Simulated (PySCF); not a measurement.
| atom | x (Å) | y (Å) | z (Å) |
| --- | --- | --- | --- |
| Cu | -0.0054 | -0.0033 | 0.0037 |
| O | 0.0385 | 0.0965 | 1.8693 |
| C | 0.2492 | 1.2284 | 2.4353 |
| C | 0.2541 | 1.1359 | 3.9622 |
| O | 0.4351 | 2.3079 | 1.8865 |
| H | 0.4514 | 2.1179 | 4.4129 |
| H | 1.0180 | 0.4128 | 4.2883 |
| H | -0.7160 | 0.7504 | 4.3129 |
| O | -0.0449 | -0.1089 | -1.8622 |
| C | -0.2551 | -1.2401 | -2.4295 |
| C | -0.2576 | -1.1451 | -3.9564 |
| O | -0.4413 | -2.3205 | -1.8828 |
| H | -0.4615 | -2.1251 | -4.4084 |
| H | 0.7170 | -0.7682 | -4.3047 |
| H | -1.0143 | -0.4147 | -4.2830 |

Geometry: PBE0-D3(BJ)/def2-SVP.

Level of theory: CAM-B3LYP/def2-SVPD, SCF density, gas phase in PySCF.

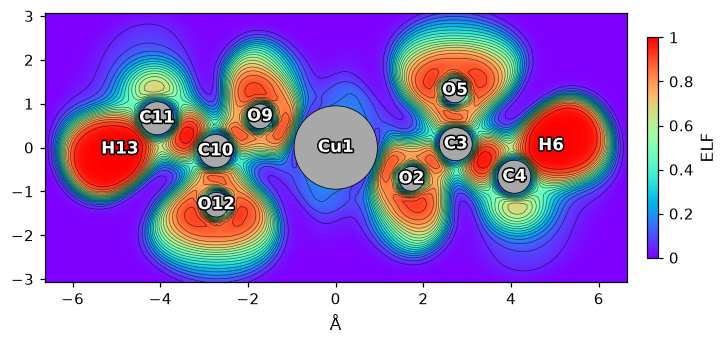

C4H6CuO4 (charge −1). Electron localisation function on the plane of atoms O2, C3 and C4. Grey discs cover the atomic cores.

> Describe what can be read from this map.

- The section cuts through Cu, O, C and H sites.
- C–O (1.23 Å): the ELF peaks at about 0.85 between the atoms: a short, multiple covalent bond.
- C–C (1.53 Å): the ELF peaks at about 0.95 between the atoms (localised, covalent bonding).
- Cu–O (1.87 Å): the ELF peaks at about 0.90 in the valence shell of O, 0.6 Å from its nucleus, and is about 0.15 at the midpoint.
- C–H (1.10 Å): the ELF climbs to about 1 towards the hydrogen, as it does in any bond to H (a covalent bond by its length).
- C–O (1.28 Å): the ELF peaks at about 0.90 between the atoms, as expected for a short, strongly polar bond.
- The ELF also peaks beside O12 and O5, away from the bonds: lone-pair regions.
